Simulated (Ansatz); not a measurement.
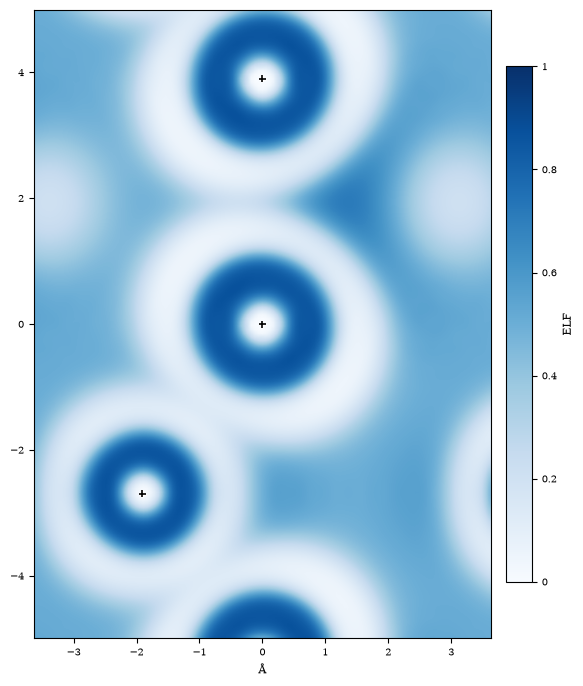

The electron localisation function on a plane through atoms (crosses mark nuclei in the plane).

Method: DFT PBE, scalar-relativistic, plane waves, PAW; 4f electrons in the core of a trivalent norm-conserving potential in Ansatz.

Candidates:
A. Ho$_{4}$Pd, a = 8.83 Å, b = 8.83 Å, c = 8.83 Å, α = 90.00°, β = 90.00°, γ = 90.00°. Space group F-43m; a structure generated by program, which may or may not match a known phase; computed without spin polarisation; no Hubbard U on the f states and no spin–orbit coupling.
B. Sr$_{4}$Er, a = 6.57 Å, b = 6.57 Å, c = 6.57 Å, α = 90.00°, β = 90.00°, γ = 90.00°. Space group P-43m; a structure generated by program, which may or may not match a known phase; computed without spin polarisation; no Hubbard U on the f states and no spin–orbit coupling.

Q: Which candidate gave the map?

A: Candidate B: Sr$_{4}$Er on the (101̄) plane of the conventional cell, which holds Sr and Er. Sr–Er (3.30 Å): the ELF is about 0.15 at the midpoint (no localised pair shows between them).
